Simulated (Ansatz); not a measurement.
# C2H6BFGe: ladder of methods at one geometry, by script

How do the methods compare on C2H6BFGe, in result and in cost? The task is a ladder of methods at one geometry, for C2H6BFGe. SMILES: [BH2][GeH2][C](=C)F.

Computed with Ansatz 0.2.0, driven from Python. The levels of theory stand in the script.

### Step 1. The system

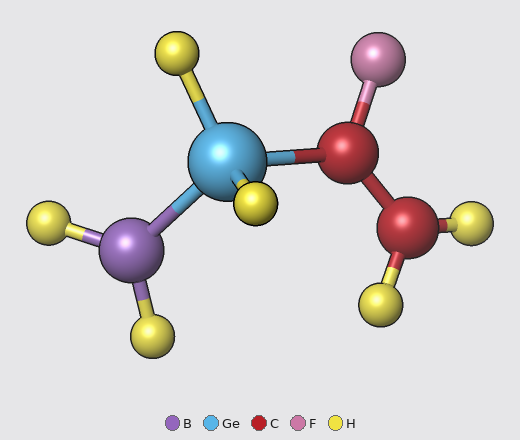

The structure that the script starts from, seen from a chosen angle (boron purple, germanium blue, carbon red, fluorine pink, hydrogen yellow).

No structure file is read: the coordinates are typed or built in the script.

### Step 2. The code

Input file run_methods.py:

```python
# -*- coding: utf-8 -*-
"""C2H6BFGe at several levels of theory."""

from pathlib import Path
import argparse

import ansatz as az
import numpy as np

parser = argparse.ArgumentParser(description="C2H6BFGe at several levels of theory.")
parser.add_argument("--basis-set", required=True, help="basis")
args = parser.parse_args()

GEOMETRY = """
B    -1.64950    0.64240    0.84640
Ge   -0.15870   -0.61480    0.89430
C     1.17450   -0.04940   -0.35550
C     1.02000    0.04580   -1.64930
F     2.44740    0.24970    0.10690
H    -2.01010    1.29500    1.80640
H    -2.25200    0.86700   -0.17430
H    -0.61520   -2.00960    0.49910
H     0.43600   -0.62780    2.37140
H     1.72190    0.35300   -2.31400
H    -0.04890   -0.20820   -2.01080
"""

mol = az.Crystal.molecule()
for line in GEOMETRY.strip().splitlines():
    symbol, *xyz = line.split()
    mol = mol.atom(symbol, [float(v) for v in xyz])

job = mol.calculation().basis(gaussian=args.basis_set)

print("functional    E (Ha)        dipole (D)   HOMO (eV)  LUMO (eV)")
for name in ["b3lyp", "pbe0", "pbe", "lc_wpbe"]:
    rep = job.functional(name).forces().orbitals().run(runs_dir="runs").report
    lines = Path(rep["orbitals_path"]).read_text().splitlines()
    field_of = lambda key: [line.split("=")[1].strip() for line in lines if line.startswith(key)]
    orbitals = [(27.211386 * float(e), s, float(n)) for e, s, n in zip(field_of("Ene="), field_of("Spin="), field_of("Occup="))]
    homo = max(e for e, _, n in orbitals if n > 0.5)
    lumo = min(e for e, _, n in orbitals if n < 0.5)
    dipole = 4.803205 * np.linalg.norm(rep["charge_distribution"]["dipole_moment_e_ang"])
    print(f"{name:10s} {rep['free_energy_ev'] / 27.211386246:14.6f} {dipole:9.3f} {homo:11.3f} {lumo:10.3f}")
```

### Step 3. The input behind the calls

The package turns the script's settings into the engine's input (first run):

```yaml
crystal:
  periodic: [false, false, false]
  atoms:
    - { symbol: B, position_ang: [-1.6495, 0.6424, 0.8464] }
    - { symbol: Ge, position_ang: [-0.1587, -0.6148, 0.8943] }
    - { symbol: C, position_ang: [1.1745, -0.0494, -0.3555] }
    - { symbol: C, position_ang: [1.02, 0.0458, -1.6493] }
    - { symbol: F, position_ang: [2.4474, 0.2497, 0.1069] }
    - { symbol: H, position_ang: [-2.0101, 1.295, 1.8064] }
    - { symbol: H, position_ang: [-2.252, 0.867, -0.1743] }
    - { symbol: H, position_ang: [-0.6152, -2.0096, 0.4991] }
    - { symbol: H, position_ang: [0.436, -0.6278, 2.3714] }
    - { symbol: H, position_ang: [1.7219, 0.353, -2.314] }
    - { symbol: H, position_ang: [-0.0489, -0.2082, -2.0108] }
basis:
  gaussian:
    orbitals: def2-SVP
hamiltonian:
  xc: b3lyp
output:
  orbitals: {}
  forces: true
```

### Step 4. Running it

Run with:

```
python run_methods.py --basis-set def2-SVP
```

The program printed:

```text
functional    E (Ha)        dipole (D)   HOMO (eV)  LUMO (eV)
b3lyp        -2281.053926     1.712      -7.357     -2.766
pbe0         -2280.509244     1.769      -7.629     -2.599
pbe          -2280.433377     1.465      -6.366     -3.545
lc_wpbe      -2280.600392     1.851     -10.304     -0.227
```

Run time: 23 s. Hardware: 1 thread of Arm Neoverse V1, shared host; peak memory 0.34 GiB.

### Step 5. What changed from run to run

The engine's inputs for the other runs:

Run 2, against run 1:

```diff
@@ -19 +19 @@
-  xc: b3lyp
+  xc: pbe0
```

Run 3, against run 1:

```diff
@@ -19 +19 @@
-  xc: b3lyp
+  xc: pbe
```

Run 4, against run 1:

```diff
@@ -19 +19 @@
-  xc: b3lyp
+  xc: lc_wpbe
```

Lines on the test bed's own set-up are left out of the output.

A comment line of the script is reworded here; the code is as run.

### Step 6. The runs side by side

From the records of these 4 runs:

```tsv
run	functional	energy (eV)	SCF cycles	CPU time (s)
1	b3lyp	-62070.6394	19	6.4
2	pbe0	-62055.8179	18	6.3
3	pbe	-62053.7534	20	4
4	lc_wpbe	-62058.2981	18	5.6
```

Totals under unlike functionals or potentials can't be compared directly.

The fields below are those of run 1.

### Step 7. Orbitals and fields

The fields below are evaluated on a grid from the run's orbitals.

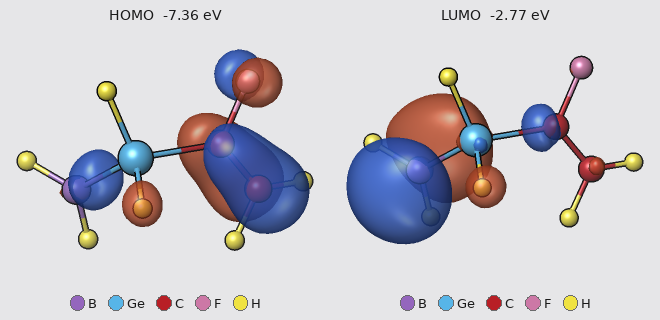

B3LYP/def2-SVP orbitals near the gap, drawn at the value that encloses 70 % of each; the two colours are the two signs.

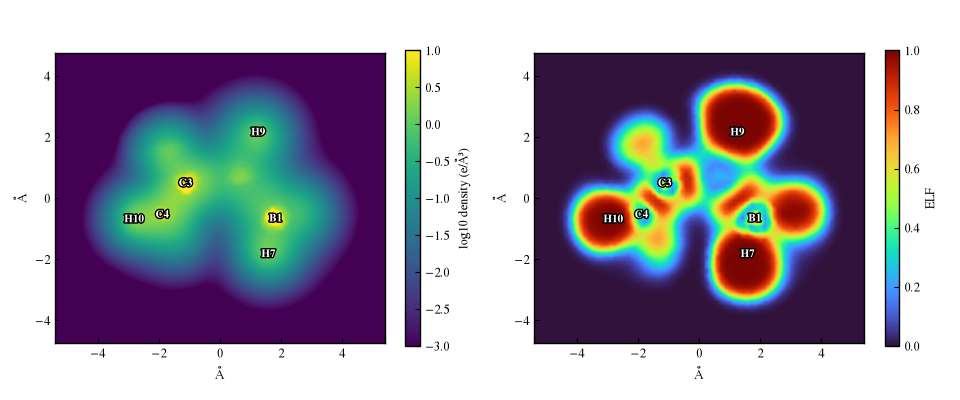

Density (left) and ELF (right) in a plane through or near 6 of the atoms.

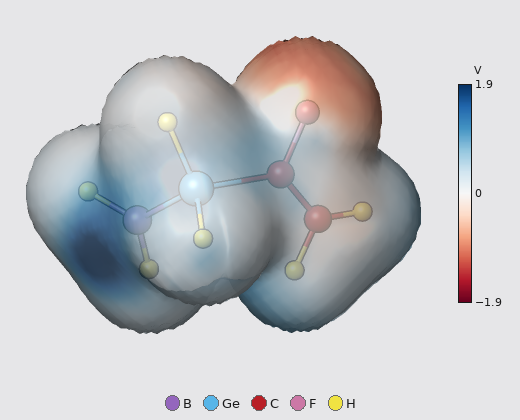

The potential that a unit positive charge feels on the 0.002 e/bohr³ surface, from the 1st to the 99th percentile, from -0.92 V near F5 to 1.90 V near B1.

### Step 8. Summary of results

```
                                        quantity    value
                                   runs compared        4
HOMO-LUMO gap of the mean field (B3LYP/def2-SVP)  4.59 eV
```

What this shows: All 4 runs converged (18 to 20 cycles). Notes:
- The geometry is a force-field or estimated start, not a minimum of this method, and the basis set is short of its limit. A lower total doesn't mark the better method: functionals have no common bound, and MP2 and coupled cluster aren't variational.
- b3lyp holds the VWN-RPA fit, as in Gaussian; the form of ORCA and Turbomole is b3lyp5.
- Levels such as HOMO and LUMO are orbital energies: with these approximate functionals they aren't the ionisation energy and electron affinity, and their gap isn't the fundamental gap.
